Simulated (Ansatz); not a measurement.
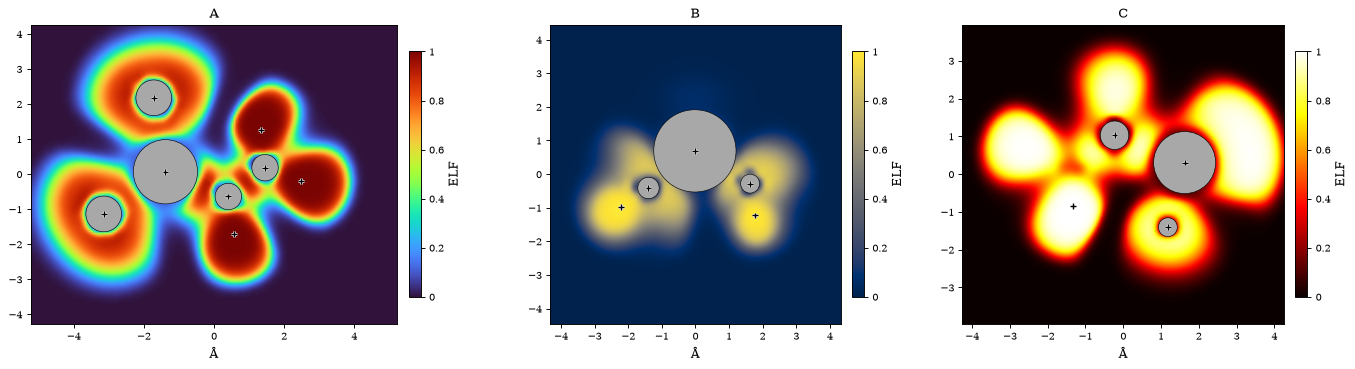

The ELF of 3 systems, each on a plane through atoms (crosses mark nuclei in the plane; grey discs cover the cores).

All numbers below come from RKS PBE0-D4/def2-TZVPP in Ansatz 0.2.0.

System 1: H₄NO₃Ta (SMILES [NH]=[Ta]([OH])([OH])[OH]), the plane of atoms Ta2, O5 and H9. Geometry: PBE0-D4/def2-TZVP; core potentials replace the inner electrons of Ta.

```xyz
9

N    -0.3510    1.2325   -1.2898
Ta    0.0211   -0.0119   -0.0904
O     1.9021   -0.3979   -0.2027
O    -1.0584   -1.5547   -0.4829
O    -0.3864    0.6044    1.6708
H    -0.5397    1.8920   -2.0236
H     2.4374   -0.9205    0.3946
H    -1.1949   -2.3366    0.0521
H    -0.7418    1.4462    1.9548
```

System 2: C₂H₅FGe (SMILES C[CH2][Ge][F]), the plane of atoms C2, Ge3 and F4. Geometry: PBE0-D4/def2-TZVP.

```json
{"atom": "C", "x (Å)": "-0.4767", "y (Å)": "0.7515", "z (Å)": "-0.2894"}
{"atom": "C", "x (Å)": "0.1212", "y (Å)": "-0.2097", "z (Å)": "0.7272"}
{"atom": "Ge", "x (Å)": "1.4919", "y (Å)": "-1.5008", "z (Å)": "0.0807"}
{"atom": "F", "x (Å)": "0.9542", "y (Å)": "-1.5480", "z (Å)": "-1.6024"}
{"atom": "H", "x (Å)": "-0.8685", "y (Å)": "0.2157", "z (Å)": "-1.1552"}
{"atom": "H", "x (Å)": "-1.2904", "y (Å)": "1.3412", "z (Å)": "0.1418"}
{"atom": "H", "x (Å)": "0.2727", "y (Å)": "1.4549", "z (Å)": "-0.6610"}
{"atom": "H", "x (Å)": "-0.6588", "y (Å)": "-0.8663", "z (Å)": "1.1478"}
{"atom": "H", "x (Å)": "0.5429", "y (Å)": "0.3152", "z (Å)": "1.5932"}
```

System 3: C₂H₃Cl₂Ga (SMILES C=[CH][Ga]([Cl])[Cl]), the molecular plane. Geometry: PBE0-D4/def2-TZVP.

```csv
atom,x (Å),y (Å),z (Å)
C,0.7869,0.5351,1.1169
C,-0.1333,-0.3186,0.6764
Ga,-0.6263,-0.3477,-1.1872
Cl,-2.0879,-1.6573,-2.0202
Cl,0.3042,0.9863,-2.5733
H,1.0811,0.5708,2.1631
H,1.2875,1.2359,0.4547
H,-0.6123,-1.0045,1.3695
```

### Match each panel to its system.

Panel A is system 3, C₂H₃Cl₂Ga: the plane holds C, Ga, Cl and H. C–C (1.33 Å): the ELF peaks at about 0.90 between the atoms: a multiple bond. Panel B is system 1, H₄NO₃Ta: the plane holds N, Ta, O and H. Ta–N (1.77 Å): the ELF peaks at about 0.75 in the valence shell of N, 0.6 Å from its nucleus, and drops to about 0.30 between the two atoms. Panel C is system 2, C₂H₅FGe: the plane holds C, Ge, F and H. Ge–F (1.77 Å): the ELF peaks at about 0.85 in the valence shell of F, 0.5 Å from its nucleus, and is about 0.20 at the midpoint.
